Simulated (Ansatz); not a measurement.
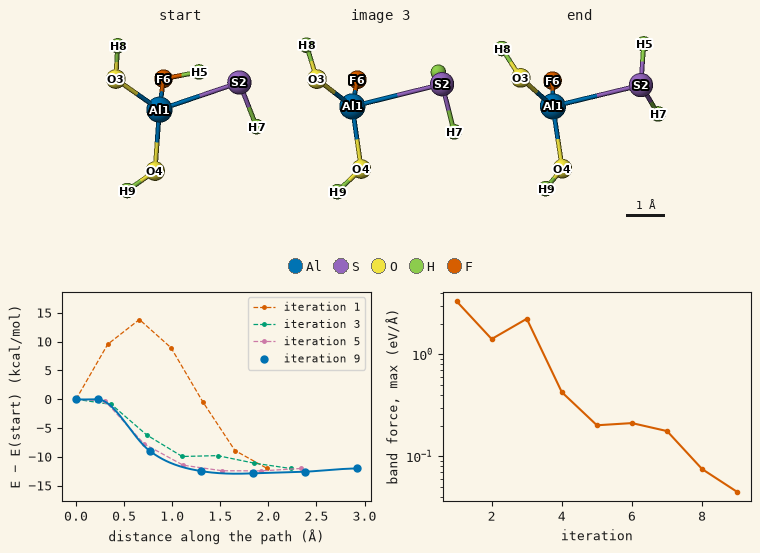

A search for the minimum-energy path of AlH$_{4}$SO$_{2}$F by the nudged elastic band. Images are numbered from 0 (start) to 6 (end). The plot follows the band through its iterations. Style: ball-and-stick. Shown from a free direction.

Theory: Ansatz 0.2.0, RKS PBE0-D4/def2-SVP. Settings: 5 movable images; climbing image.

### Judge this run.

The run is converged, with reservations. The band converged in 9 iterations. The largest component of the band force went from 3.3 to 0.045 eV/Å. The largest force component is 0.20 eV/Å at the start and 0.35 eV/Å at the end; an end with forces this large is no minimum, and the barrier measured from it can be far off. The first iteration put the highest image at 13.8 kcal/mol. There is no barrier: the inner images dip to −12.9 kcal/mol relative to the start, below both ends (the end lies at −12.0 kcal/mol), so the ends aren't minima along this motion.
